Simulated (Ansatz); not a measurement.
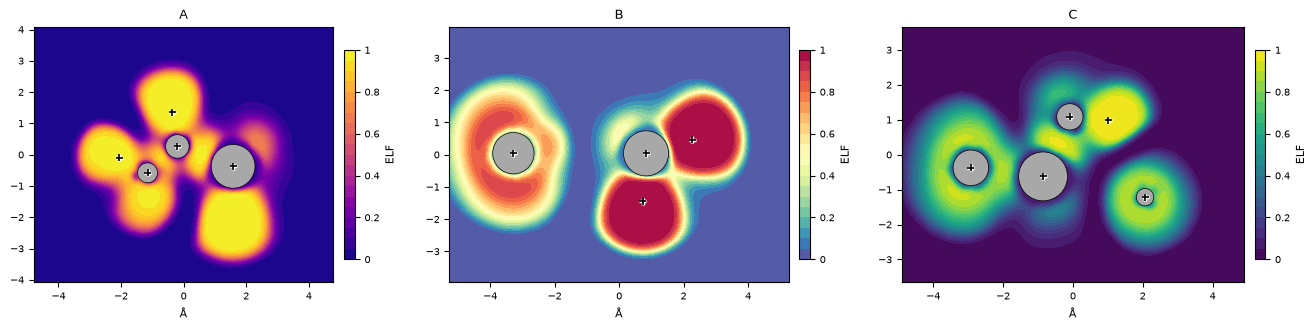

The electron localisation function of 3 systems, each on a plane through atoms (crosses mark nuclei in the plane; grey discs cover the cores).

Computed with Ansatz, RKS PBE0-D4/def2-SVP.

System 1: H4SSi···HBr, the plane of atoms H3, Si1 and H4. 

```tsv
atom	x (Å)	y (Å)	z (Å)
Si	-0.3294	-1.0982	-0.0031
S	1.4211	0.0633	0.5243
H	-0.1205	-1.4515	-1.4343
H	-0.4042	-2.3327	0.8328
H	-1.5678	-0.2879	0.1765
H	0.4430	1.8989	-0.5763
Br	-0.4256	2.8159	-1.2800
H	0.9834	0.3920	1.7600
```

System 2: CH5NSeSi, the plane of atoms N1, C2 and Si3. 

```yaml
atoms:
  - { symbol: N, position_ang: [0.5796, 1.7649, -0.3834] }
  - { symbol: C, position_ang: [0.1860, 0.6307, -0.8068] }
  - { symbol: Si, position_ang: [0.4374, -0.8915, 0.2885] }
  - { symbol: Se, position_ang: [-1.5964, -1.6054, 1.0543] }
  - { symbol: H, position_ang: [0.3506, 2.5083, -1.0555] }
  - { symbol: H, position_ang: [-0.3421, 0.4955, -1.7756] }
  - { symbol: H, position_ang: [1.3741, -0.5541, 1.3954] }
  - { symbol: H, position_ang: [0.9373, -2.0458, -0.5163] }
  - { symbol: H, position_ang: [-1.8380, -0.3490, 1.7826] }
```

System 3: CH5ClSi···HF···H2O, the plane of atoms C2, Si1 and Cl5. Not at a stationary point (largest force 1.3 eV/Å).

```xyz
13

Si    0.1101    1.4349   -0.0821
C     1.2397   -0.0348   -0.3335
H    -0.3135    2.0547   -1.3626
H    -1.0648    1.0909    0.7669
Cl    1.1798    2.8675    0.9860
H    -1.7507   -1.0514   -0.8965
F    -1.6177   -0.4702   -1.5868
H    -0.0327   -1.6215    0.8897
O    -0.9452   -1.9112    1.0274
H     0.7084   -0.8090   -0.9067
H     2.1311    0.2652   -0.9064
H     1.5979   -0.4351    0.6301
H    -1.2423   -1.3802    1.7744
```

Question: Which map belongs to which system?

Answer: Panel A is system 2, CH5NSeSi: the plane holds N, C, Si and H. C–N (1.27 Å): the ELF peaks at about 0.90 between the atoms (localised, covalent bonding). Panel B is system 1, H4SSi···HBr: the plane holds Si, H and Br. Panel C is system 3, CH5ClSi···HF···H2O: the plane holds Si, C, Cl, F and H. C–Si (1.87 Å): the ELF peaks at about 0.95 between the atoms: localised, covalent bonding.
